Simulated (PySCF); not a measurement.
Molecule: Al(NMe2)(SiH3)2, SMILES [Al]([SiH3])([N](C)C)[SiH3]. Atoms near the plane z = 0.6 Å, at the GFN2-xTB optimised geometry (x, y, z in Å): Al1 (-0.2, 0.2, 0.0), N2 (-0.9, -1.5, 0.0), C3 (-0.2, -2.7, 0.0), C4 (-2.4, -1.7, 0.0), H5 (-0.4, -3.3, 0.9), H7 (0.9, -2.5, 0.0), H9 (-2.7, -2.3, 0.9), H10 (-2.9, -0.8, 0.0), Si11 (2.2, 0.2, 0.0), H12 (2.9, -0.5, 1.2), H13 (2.8, 1.5, 0.0), Si15 (-1.8, 2.0, 0.0), H16 (-1.1, 3.3, 0.0), H17 (-2.7, 2.1, 1.2).

Computed with PBE0/def2-SVP run with PySCF. The values are rescaled to run from 0 to 1.

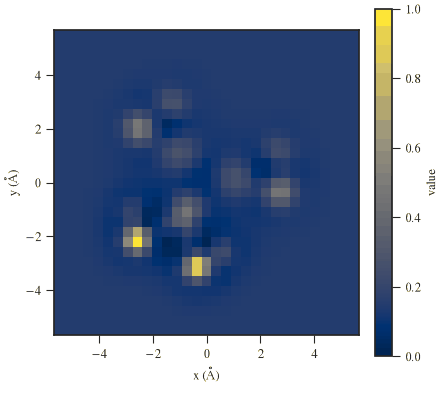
Figure. a field on the plane z = 0.6 Å.

Question: Which quantity is mapped?
(A) deformation density (molecule minus spherical neutral atoms)
(B) log10 of the electron density
(C) an orbital amplitude
(D) electrostatic potential

Answer: A, deformation density (molecule minus spherical neutral atoms). In full: deformation density (molecule minus spherical neutral atoms) (e/bohr³).
